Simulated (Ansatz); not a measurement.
# C2H4F2 (1,1-difluoroethane) at CCSDT/STO-3G (nuclear model gaussian)

Aim: a geometry optimisation of C2H4F2 (1,1-difluoroethane). 

Program for the calculation: Ansatz 0.2.0.

3 further runs of the same task are left out: 2 that didn't finish, 1 set aside as unsound or not needed.

## (1) The molecule

C2H4F2: 8 atoms, total charge 0, spin state singlet. As SMILES, `CC(F)F`. Geometry: relaxed at PBE0-D4/def2-TZVP. The run starts from this shape.

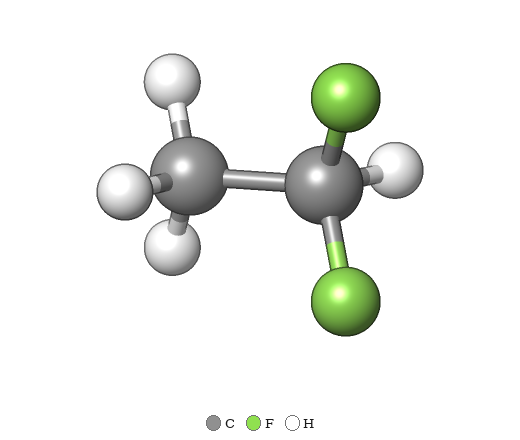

The structure, seen from a chosen angle (carbon grey, fluorine green, hydrogen white).

## (2) A geometry optimisation at CCSDT/STO-3G (nuclear model gaussian)

input.yaml

```yaml
crystal:
  periodic: [false, false, false]
  atoms:
    - {symbol: C, position_ang: [0.003300, 0.777600, 0.023300]}
    - {symbol: C, position_ang: [-0.052000, -0.718200, -0.008200]}
    - {symbol: F, position_ang: [0.925500, -1.243400, 0.779100]}
    - {symbol: F, position_ang: [0.168200, -1.172100, -1.271900]}
    - {symbol: H, position_ang: [0.981400, 1.111900, -0.325400]}
    - {symbol: H, position_ang: [-0.157200, 1.132800, 1.041800]}
    - {symbol: H, position_ang: [-0.771000, 1.190600, -0.624000]}
    - {symbol: H, position_ang: [-1.006100, -1.136400, 0.329500]}
basis:
  gaussian: {orbitals: STO-3G.json, nuclear_model: gaussian}
scf: {lower_state_search: light}
relax: {}
accuracy: high
correlation: {method: ccsdt, diis_vectors: 12}
```

The basis set STO-3G is read from a file made from the Basis Set Exchange's data (not shown).

Started as:

```bash
$ ansatz run input.yaml --threads 1 --pin off --max-ram 2610MiB --events-out events.jsonl --progress --plain --runs-dir runs
```

Log:

```text
Warning: RAYON_NUM_THREADS=1 ignored (pool sized by the plan → 1); use --threads N
The last accepted step is kept in runs//last_step.txt (removed where the run ends without a failure and the disk answers)
Functional definition: HF
  name "HF"
  exchange = exact_x
  correlation = 0
473 factors; integrals over basis functions are off by at most 1.3e-9 eV
mean field evaluation 1: about -7430.8753 eV, gradient 3.1e1 eV
mean field evaluation 2: about -7431.0416 eV, gradient 3.1e1 eV
mean field evaluation 4: about -7434.4572 eV, gradient 1.9e0 eV
mean field evaluation 8: about -7434.4746 eV, gradient 5.2e-6 eV
mean field evaluation 16: about -7434.2566 eV, gradient 1.8e0 eV
mean field -7434.47462388 eV, -273.2119031598 hartree, gradient 2.9e-8 eV, S^2 0.000000; 0 other end points of the search recorded, 0 dependent functions left out
4 core orbitals not correlated: weight in the atoms' cores, before any rotation towards them, 1.000 or more for the frozen orbitals, at most 0.000 for the correlated occupied ones
reference -7434.47462388 eV, -273.2119031598 hartree; 13, 13 occupied and 7, 7 virtual orbitals, 473 factors
second order -3.53763995 eV of doubles, -0.00000000 eV of singles
cycle   1  -4.27998089 eV  change   -7.4e-1 eV  update   7.2e-2
cycle   2  -4.66691974 eV  change   -3.9e-1 eV  update   2.8e-2
cycle   3  -4.75388751 eV  change   -8.7e-2 eV  update   1.4e-2
cycle   4  -4.76472996 eV  change   -1.1e-2 eV  update   3.1e-3
cycle   5  -4.76621287 eV  change   -1.5e-3 eV  update   1.4e-3
cycle   6  -4.76617629 eV  change    3.7e-5 eV  update   4.5e-4
cycle   7  -4.76608852 eV  change    8.8e-5 eV  update   1.7e-4
cycle   8  -4.76604307 eV  change    4.5e-5 eV  update   6.8e-5
cycle   9  -4.76605796 eV  change   -1.5e-5 eV  update   2.5e-5
cycle  10  -4.76606306 eV  change   -5.1e-6 eV  update   7.8e-6
cycle  11  -4.76606065 eV  change    2.4e-6 eV  update   3.1e-6
cycle  12  -4.76606040 eV  change    2.6e-7 eV  update   1.0e-6
cycle  13  -4.76606066 eV  change   -2.6e-7 eV  update   3.2e-7
cycle  14  -4.76606071 eV  change   -5.1e-8 eV  update   1.1e-7
cycle  15  -4.76606065 eV  change    6.2e-8 eV  update   4.7e-8
cycle  16  -4.76606067 eV  change   -1.9e-8 eV  update   2.6e-8
cycle  17  -4.76606035 eV  change    3.1e-7 eV  update   8.2e-8
cycle  18  -4.76606028 eV  change    6.8e-8 eV  update   2.7e-8
cycle  19  -4.76606027 eV  change    1.4e-8 eV  update   1.1e-8
cycle  20  -4.76606027 eV  change    1.2e-9 eV  update   4.0e-9
cycle  21  -4.76606027 eV  change   -2.5e-9 eV  update   1.5e-9
the calculation of the forces begins
relax step   1: F+E_penalty+E_count = -7439.24068415 eV  Δ(F+E_penalty+E_count) = +0.000e0 eV  max|allowed force component| = 2.999e0 eV/Å  Δτ_max = 0.0000 Å  (48 SCF iters, accepted)
these checks for a lower state are left out or cut short: starts, cluster_reference, orbital_swaps, neighbouring_geometries, increment
473 factors; integrals over basis functions are off by at most 1.3e-9 eV
mean field -7434.51967327 eV, -273.2135586942 hartree, gradient 9.5e-9 eV, S^2 0.000000; 0 other end points of the search recorded, 0 dependent functions left out
4 core orbitals not correlated: weight in the atoms' cores, before any rotation towards them, 1.000 or more for the frozen orbitals, at most 0.000 for the correlated occupied ones
reference -7434.51967327 eV, -273.2135586942 hartree; 13, 13 occupied and 7, 7 virtual orbitals, 473 factors
second order -3.75557506 eV of doubles, -0.00000000 eV of singles
cycle   1  -4.54922804 eV  change   -7.9e-1 eV  update   7.7e-2
cycle   2  -4.97010004 eV  change   -4.2e-1 eV  update   3.1e-2
cycle   3  -5.07379926 eV  change   -1.0e-1 eV  update   1.6e-2
cycle   4  -5.08693126 eV  change   -1.3e-2 eV  update   3.6e-3
cycle   5  -5.08940243 eV  change   -2.5e-3 eV  update   1.7e-3
cycle   6  -5.08951623 eV  change   -1.1e-4 eV  update   5.8e-4
cycle   7  -5.08939818 eV  change    1.2e-4 eV  update   2.3e-4
cycle   8  -5.08931656 eV  change    8.2e-5 eV  update   9.5e-5
cycle   9  -5.08934485 eV  change   -2.8e-5 eV  update   3.8e-5
cycle  10  -5.08935155 eV  change   -6.7e-6 eV  update   1.3e-5
cycle  11  -5.08934842 eV  change    3.1e-6 eV  update   4.6e-6
cycle  12  -5.08934787 eV  change    5.5e-7 eV  update   1.7e-6
cycle  13  -5.08934814 eV  change   -2.7e-7 eV  update   5.8e-7
cycle  14  -5.08934826 eV  change   -1.2e-7 eV  update   1.8e-7
cycle  15  -5.08934823 eV  change    3.2e-8 eV  update   6.9e-8
cycle  16  -5.08934826 eV  change   -3.0e-8 eV  update   3.9e-8
cycle  17  -5.08934825 eV  change    1.3e-8 eV  update   1.8e-8
cycle  18  -5.08934758 eV  change    6.6e-7 eV  update   1.3e-7
cycle  19  -5.08934740 eV  change    1.9e-7 eV  update   4.3e-8
cycle  20  -5.08934735 eV  change    4.2e-8 eV  update   1.7e-8
cycle  21  -5.08934735 eV  change    6.2e-9 eV  update   6.3e-9
cycle  22  -5.08934735 eV  change  -7.5e-10 eV  update   2.7e-9
the calculation of the forces begins
relax step   2: F+E_penalty+E_count = -7439.60902062 eV  Δ(F+E_penalty+E_count) = -3.683e-1 eV  max|allowed force component| = 7.309e-1 eV/Å  Δτ_max = 0.0716 Å  (41 SCF iters, accepted)
these checks for a lower state are left out or cut short: starts, cluster_reference, orbital_swaps, neighbouring_geometries, increment
473 factors; integrals over basis functions are off by at most 1.3e-9 eV
mean field evaluation 32: about -7434.2746 eV, gradient 8.7e-1 eV
mean field -7434.45521103 eV, -273.2111897507 hartree, gradient 2.1e-8 eV, S^2 0.000000; 0 other end points of the search recorded, 0 dependent functions left out
4 core orbitals not correlated: weight in the atoms' cores, before any rotation towards them, 1.000 or more for the frozen orbitals, at most 0.000 for the correlated occupied ones
reference -7434.45521103 eV, -273.2111897507 hartree; 13, 13 occupied and 7, 7 virtual orbitals, 473 factors
second order -3.81133080 eV of doubles, -0.00000000 eV of singles
cycle   1  -4.61801988 eV  change   -8.1e-1 eV  update   7.8e-2
cycle   2  -5.04785631 eV  change   -4.3e-1 eV  update   3.2e-2
cycle   3  -5.15595228 eV  change   -1.1e-1 eV  update   1.7e-2
cycle   4  -5.16973191 eV  change   -1.4e-2 eV  update   3.8e-3
cycle   5  -5.17250241 eV  change   -2.8e-3 eV  update   1.8e-3
cycle   6  -5.17266978 eV  change   -1.7e-4 eV  update   6.3e-4
cycle   7  -5.17254513 eV  change    1.2e-4 eV  update   2.4e-4
cycle   8  -5.17245301 eV  change    9.2e-5 eV  update   1.0e-4
cycle   9  -5.17248567 eV  change   -3.3e-5 eV  update   4.3e-5
cycle  10  -5.17249264 eV  change   -7.0e-6 eV  update   1.5e-5
cycle  11  -5.17248925 eV  change    3.4e-6 eV  update   5.1e-6
cycle  12  -5.17248850 eV  change    7.5e-7 eV  update   1.9e-6
cycle  13  -5.17248875 eV  change   -2.6e-7 eV  update   6.9e-7
cycle  14  -5.17248888 eV  change   -1.2e-7 eV  update   2.1e-7
cycle  15  -5.17248888 eV  change   -3.1e-9 eV  update   8.0e-8
cycle  16  -5.17248893 eV  change   -4.7e-8 eV  update   4.4e-8
cycle  17  -5.17248892 eV  change    1.0e-8 eV  update   2.0e-8
cycle  18  -5.17248877 eV  change    1.5e-7 eV  update   8.5e-8
cycle  19  -5.17248874 eV  change    2.2e-8 eV  update   2.8e-8
cycle  20  -5.17248873 eV  change    1.1e-8 eV  update   1.2e-8
cycle  21  -5.17248873 eV  change    1.5e-9 eV  update   4.3e-9
cycle  22  -5.17248873 eV  change  -9.8e-11 eV  update   2.0e-9
the calculation of the forces begins
relax step   3: F+E_penalty+E_count = -7439.62769976 eV  Δ(F+E_penalty+E_count) = -1.868e-2 eV  max|allowed force component| = 9.878e-2 eV/Å  Δτ_max = 0.0283 Å  (41 SCF iters, accepted)
these checks for a lower state are left out or cut short: starts, cluster_reference, orbital_swaps, neighbouring_geometries, increment
473 factors; integrals over basis functions are off by at most 1.3e-9 eV
mean field -7434.45005861 eV, -273.2110004027 hartree, gradient 2.1e-8 eV, S^2 0.000000; 0 other end points of the search recorded, 0 dependent functions left out
4 core orbitals not correlated: weight in the atoms' cores, before any rotation towards them, 1.000 or more for the frozen orbitals, at most 0.000 for the correlated occupied ones
reference -7434.45005861 eV, -273.2110004027 hartree; 13, 13 occupied and 7, 7 virtual orbitals, 473 factors
second order -3.81506739 eV of doubles, -0.00000000 eV of singles
cycle   1  -4.62259127 eV  change   -8.1e-1 eV  update   7.8e-2
cycle   2  -5.05291857 eV  change   -4.3e-1 eV  update   3.2e-2
cycle   3  -5.16139515 eV  change   -1.1e-1 eV  update   1.7e-2
cycle   4  -5.17522245 eV  change   -1.4e-2 eV  update   3.8e-3
cycle   5  -5.17801755 eV  change   -2.8e-3 eV  update   1.9e-3
cycle   6  -5.17818880 eV  change   -1.7e-4 eV  update   6.3e-4
cycle   7  -5.17806459 eV  change    1.2e-4 eV  update   2.5e-4
cycle   8  -5.17797144 eV  change    9.3e-5 eV  update   1.1e-4
cycle   9  -5.17800479 eV  change   -3.3e-5 eV  update   4.3e-5
cycle  10  -5.17801178 eV  change   -7.0e-6 eV  update   1.6e-5
cycle  11  -5.17800837 eV  change    3.4e-6 eV  update   5.2e-6
cycle  12  -5.17800763 eV  change    7.4e-7 eV  update   1.9e-6
cycle  13  -5.17800791 eV  change   -2.7e-7 eV  update   7.0e-7
cycle  14  -5.17800813 eV  change   -2.2e-7 eV  update   2.1e-7
cycle  15  -5.17800809 eV  change    3.3e-8 eV  update   8.0e-8
cycle  16  -5.17800811 eV  change   -1.8e-8 eV  update   4.4e-8
cycle  17  -5.17800810 eV  change    8.0e-9 eV  update   2.0e-8
cycle  18  -5.17800759 eV  change    5.1e-7 eV  update   9.6e-8
cycle  19  -5.17800742 eV  change    1.7e-7 eV  update   3.2e-8
cycle  20  -5.17800737 eV  change    4.9e-8 eV  update   1.3e-8
cycle  21  -5.17800737 eV  change    4.7e-9 eV  update   4.8e-9
cycle  22  -5.17800737 eV  change   -1.3e-9 eV  update   2.4e-9
the calculation of the forces begins
relax step   4: F+E_penalty+E_count = -7439.62806598 eV  Δ(F+E_penalty+E_count) = -3.662e-4 eV  max|allowed force component| = 4.217e-2 eV/Å  Δτ_max = 0.0050 Å  (40 SCF iters, accepted)
these checks for a lower state are left out or cut short: starts, cluster_reference, orbital_swaps, neighbouring_geometries, increment
473 factors; integrals over basis functions are off by at most 1.3e-9 eV
mean field -7434.45278643 eV, -273.2111006482 hartree, gradient 2.1e-8 eV, S^2 0.000000; 0 other end points of the search recorded, 0 dependent functions left out
4 core orbitals not correlated: weight in the atoms' cores, before any rotation towards them, 1.000 or more for the frozen orbitals, at most 0.000 for the correlated occupied ones
reference -7434.45278643 eV, -273.2111006482 hartree; 13, 13 occupied and 7, 7 virtual orbitals, 473 factors
second order -3.81322599 eV of doubles, -0.00000000 eV of singles
cycle   1  -4.62036514 eV  change   -8.1e-1 eV  update   7.8e-2
cycle   2  -5.05043758 eV  change   -4.3e-1 eV  update   3.2e-2
cycle   3  -5.15878233 eV  change   -1.1e-1 eV  update   1.7e-2
cycle   4  -5.17259716 eV  change   -1.4e-2 eV  update   3.8e-3
cycle   5  -5.17538504 eV  change   -2.8e-3 eV  update   1.9e-3
cycle   6  -5.17555542 eV  change   -1.7e-4 eV  update   6.3e-4
cycle   7  -5.17543107 eV  change    1.2e-4 eV  update   2.5e-4
cycle   8  -5.17533835 eV  change    9.3e-5 eV  update   1.1e-4
cycle   9  -5.17537140 eV  change   -3.3e-5 eV  update   4.3e-5
cycle  10  -5.17537855 eV  change   -7.2e-6 eV  update   1.5e-5
cycle  11  -5.17537513 eV  change    3.4e-6 eV  update   5.2e-6
cycle  12  -5.17537424 eV  change    8.9e-7 eV  update   1.9e-6
cycle  13  -5.17537457 eV  change   -3.2e-7 eV  update   7.0e-7
cycle  14  -5.17537481 eV  change   -2.4e-7 eV  update   2.1e-7
cycle  15  -5.17537478 eV  change    3.0e-8 eV  update   8.2e-8
cycle  16  -5.17537484 eV  change   -5.8e-8 eV  update   4.4e-8
cycle  17  -5.17537482 eV  change    2.3e-8 eV  update   2.0e-8
cycle  18  -5.17537412 eV  change    6.9e-7 eV  update   9.9e-8
cycle  19  -5.17537394 eV  change    1.8e-7 eV  update   3.3e-8
cycle  20  -5.17537388 eV  change    5.6e-8 eV  update   1.4e-8
cycle  21  -5.17537388 eV  change    2.5e-9 eV  update   4.6e-9
cycle  22  -5.17537388 eV  change   -1.7e-9 eV  update   2.1e-9
the calculation of the forces begins
mean field evaluation 64: about -7434.4528 eV, gradient 2.1e-8 eV
relax step   5: F+E_penalty+E_count = -7439.62816031 eV  Δ(F+E_penalty+E_count) = -9.433e-5 eV  max|allowed force component| = 7.415e-3 eV/Å  Δτ_max = 0.0021 Å  (42 SCF iters, accepted)
473 factors; integrals over basis functions are off by at most 1.3e-9 eV
mean field -7434.45278643 eV, -273.2111006482 hartree, gradient 2.1e-8 eV, S^2 0.000000; 1 other end points of the search recorded, 0 dependent functions left out
mean field evaluation 96: about -7434.4524 eV, gradient 3.2e-1 eV
4 core orbitals not correlated: weight in the atoms' cores, before any rotation towards them, 1.000 or more for the frozen orbitals, at most 0.000 for the correlated occupied ones
reference -7434.45278643 eV, -273.2111006482 hartree; 13, 13 occupied and 7, 7 virtual orbitals, 473 factors
second order -3.81322599 eV of doubles, -0.00000000 eV of singles
cycle   1  -4.62036514 eV  change   -8.1e-1 eV  update   7.8e-2
cycle   2  -5.05043758 eV  change   -4.3e-1 eV  update   3.2e-2
cycle   3  -5.15878233 eV  change   -1.1e-1 eV  update   1.7e-2
cycle   4  -5.17259716 eV  change   -1.4e-2 eV  update   3.8e-3
cycle   5  -5.17538504 eV  change   -2.8e-3 eV  update   1.9e-3
cycle   6  -5.17555542 eV  change   -1.7e-4 eV  update   6.3e-4
cycle   7  -5.17543108 eV  change    1.2e-4 eV  update   2.5e-4
cycle   8  -5.17533835 eV  change    9.3e-5 eV  update   1.1e-4
cycle   9  -5.17537138 eV  change   -3.3e-5 eV  update   4.3e-5
cycle  10  -5.17537855 eV  change   -7.2e-6 eV  update   1.5e-5
cycle  11  -5.17537512 eV  change    3.4e-6 eV  update   5.2e-6
cycle  12  -5.17537422 eV  change    9.0e-7 eV  update   1.9e-6
cycle  13  -5.17537455 eV  change   -3.3e-7 eV  update   7.0e-7
cycle  14  -5.17537483 eV  change   -2.8e-7 eV  update   2.1e-7
cycle  15  -5.17537475 eV  change    7.5e-8 eV  update   8.1e-8
cycle  16  -5.17537485 eV  change   -9.7e-8 eV  update   4.5e-8
cycle  17  -5.17537482 eV  change    3.0e-8 eV  update   2.0e-8
cycle  18  -5.17537412 eV  change    7.0e-7 eV  update   9.9e-8
cycle  19  -5.17537394 eV  change    1.8e-7 eV  update   3.3e-8
cycle  20  -5.17537388 eV  change    5.7e-8 eV  update   1.5e-8
cycle  21  -5.17537388 eV  change    2.5e-9 eV  update   4.8e-9
cycle  22  -5.17537388 eV  change   -1.9e-9 eV  update   2.3e-9
the calculation of the forces begins
Total energy: -7439.62816031 eV, -273.4012921304 hartree
Atom 0 at     0.003144     0.816502     0.024750 Å, force    -0.000910    -0.005249     0.000154 eV/Å
Atom 1 at    -0.038801    -0.768693    -0.014881 Å, force     0.007415     0.003731    -0.002608 eV/Å
Atom 2 at     0.969134    -1.314649     0.810795 Å, force    -0.001381     0.000342    -0.000007 eV/Å
Atom 3 at     0.179643    -1.240271    -1.328517 Å, force    -0.000990     0.000305     0.000924 eV/Å
Atom 4 at     0.991551     1.182757    -0.326982 Å, force     0.004769     0.000544    -0.001771 eV/Å
Atom 5 at    -0.166085     1.170653     1.064157 Å, force    -0.000513     0.000776     0.005740 eV/Å
Atom 6 at    -0.791704     1.229613    -0.632507 Å, force    -0.004122     0.001128    -0.003938 eV/Å
Atom 7 at    -1.054783    -1.133111     0.347385 Å, force    -0.004267    -0.001577     0.001505 eV/Å
Dipole moment:    -0.154452     0.168272     0.062849 e Å
```

Run time: 26 s. Hardware: 1 thread of Arm Neoverse V2, shared host.

The path in brief:

| step | energy from the first frame kept (eV) | largest force (eV/Å) |
| --- | --- | --- |
| 1 | 0.0000 | 3.1874 |
| 2 | -0.3683 | 0.7389 |
| 3 | -0.3870 | 0.1152 |
| 4 | -0.3874 | 0.0454 |
| 5 | -0.3875 | 0.0087 |

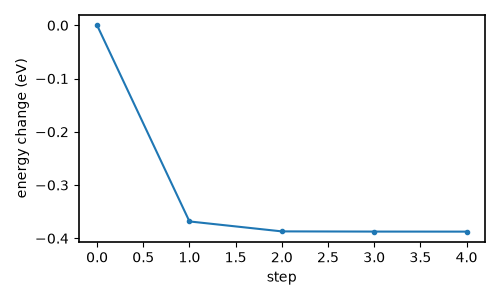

Energy along the run.

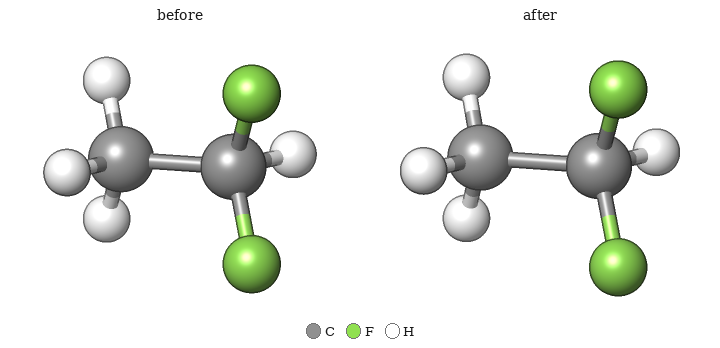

Before and after, at one scale.

After the run. Bond lengths: C1–C2 1.586 Å, C2–F3 1.413 Å, C2–F4 1.413 Å, C1–H5 1.111 Å, C1–H6 1.111 Å, C1–H7 1.111 Å, C2–H8 1.139 Å. Some angles: C1–C2–F3 110.7°, C1–C2–F4 110.7°, F3–C2–F4 107.7°, C1–C2–H8 109.6°, F3–C2–H8 109.1°, F4–C2–H8 109.1°, C2–C1–H5 110.2°, C2–C1–H6 109.7°, C2–C1–H7 109.7°, H5–C1–H6 109.1°.

## (3) What came out

Level: CCSDT/STO-3G (nuclear model gaussian), 4 core orbitals frozen.

```
                                   quantity          value
                    total energy at the end  -273.40129 Eh
         dipole moment (correlated density)         1.14 D
correlation energy (4 core orbitals frozen)     -190.2 mEh
                              T1 diagnostic          0.007
```

In words: At the final geometry: Bond lengths: C1–C2 1.586 Å, C2–F3 1.413 Å, C2–F4 1.413 Å, C1–H5 1.111 Å, C1–H6 1.111 Å, C1–H7 1.111 Å, C2–H8 1.139 Å. Some angles: C1–C2–F3 110.7°, C1–C2–F4 110.7°, F3–C2–F4 107.7°, C1–C2–H8 109.6°, F3–C2–H8 109.1°, F4–C2–H8 109.1°, C2–C1–H5 110.2°, C2–C1–H6 109.7°, C2–C1–H7 109.7°, H5–C1–H6 109.1°. The optimisation took 4 steps and changed the energy by -0.387 eV.
